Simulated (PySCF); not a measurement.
**C₅H₁₃Si₂ (doublet): density, localisation and related maps**

```xyz
20

C    -3.0886   -0.9917    0.1019
C    -2.0415   -0.2650    0.4463
C    -0.6267   -0.7305    0.3730
C     0.2028    0.0651   -0.6431
Si    0.2315    1.9381   -0.2644
C     1.6250   -0.5023   -0.6902
Si    2.6368   -0.2062    0.8916
H    -2.9829   -2.0051   -0.2514
H    -4.0948   -0.6124    0.1614
H    -2.1751    0.7497    0.7994
H    -0.1527   -0.6209    1.3575
H    -0.6056   -1.7928    0.1094
H    -0.2583   -0.0865   -1.6276
H    -0.9712    2.5752   -0.8119
H     1.4030    2.5377   -0.9071
H     0.3036    2.1525    1.1827
H     2.1570   -0.0506   -1.5321
H     1.5781   -1.5765   -0.8965
H     3.2295   -1.4282    1.4323
H     3.6251    0.8610    0.7659
```

Geometry: GFN2-xTB.

These are results of UKS B3LYP, pcH-1 on C H Si, non-relativistic, mean-field spin-orbit, GIAO in PySCF, not measurements.

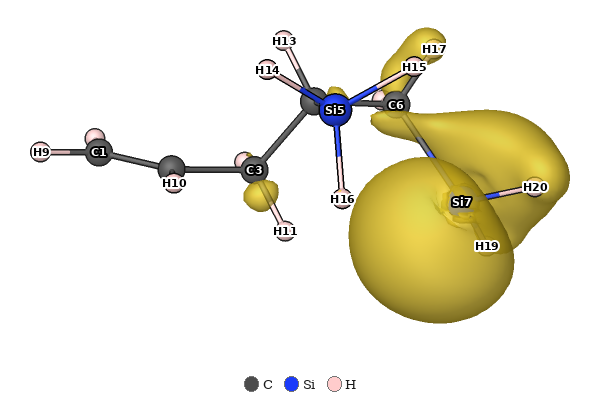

Figure 1. Isosurface of the spin density at +0.015 e/Å³ (yellow), seen from one side.

Describe the spin distribution.

The unpaired spin (1 electron) lies mostly on Si7 (about 0.8), in electrons by Hirshfeld's partition.

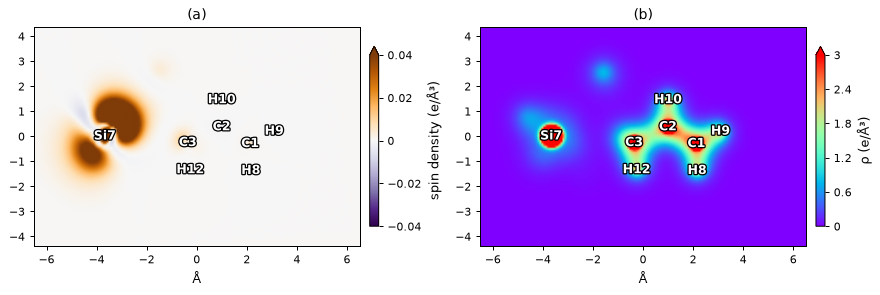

Figure 2. (a) spin density; (b) electron density on the plane of atoms C1, C2 and H10.

What does the map show?

The plane passes through C, Si and H nuclei.
C–C (1.32 Å): the density is about 2.4 e/Å³ at the midpoint.
C–H (1.08 Å): the density is about 2 e/Å³ at the midpoint.
C–C (1.49 Å): ρ is about 1.8 e/Å³ halfway.

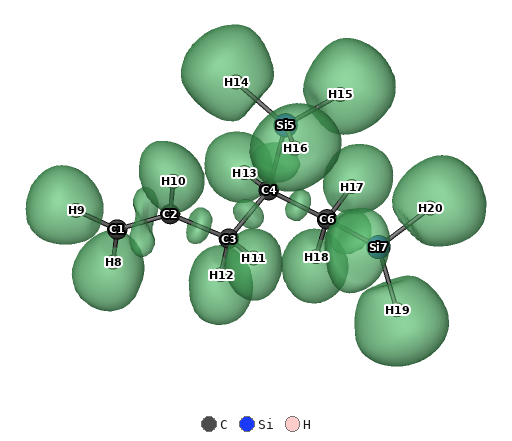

Figure 3. Isosurface of the electron localisation function at 0.85 (green), seen at a tilt. Core shells and regions of very low density are left out.

Identify the bonds, lone pairs and shells in this picture.

The ELF exceeds this value in four regions between bonded C–C atoms (shared pairs), two regions between bonded C–Si atoms (shared pairs), 13 regions around hydrogen nuclei and one lobe on Si, pointing away from the bonds (non-bonding electrons). Profiles from the grid: C–C (1.32 Å): the ELF peaks at about 0.95 between the atoms; a short, multiple covalent bond. C–Si (1.90 Å): the ELF peaks at about 0.95 between the atoms, as expected for a covalent bond.
